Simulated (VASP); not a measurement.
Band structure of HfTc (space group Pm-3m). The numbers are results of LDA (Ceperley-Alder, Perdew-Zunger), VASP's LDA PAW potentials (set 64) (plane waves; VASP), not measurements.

Unless said otherwise, spin-orbit coupling is left out, though it shifts the bands of the heavy elements here.

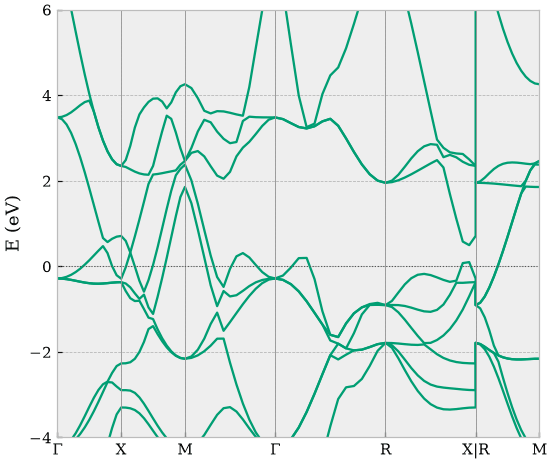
Figure. Bands along high-symmetry lines, zero at the valence-band maximum or, without a gap, the Fermi level

Problem. Read the plot: is there a gap, and where are the band edges?

Solution. It has no gap at this level: it comes out as a metal or semimetal. (Edges off the drawn lines would not show.)

The structure comes from a computed database's HfTc entry (Pm-3m); how it stands against other phases isn't given here. It was relaxed first. The electron count is odd and the run is not spin-polarised, which forces a metal.
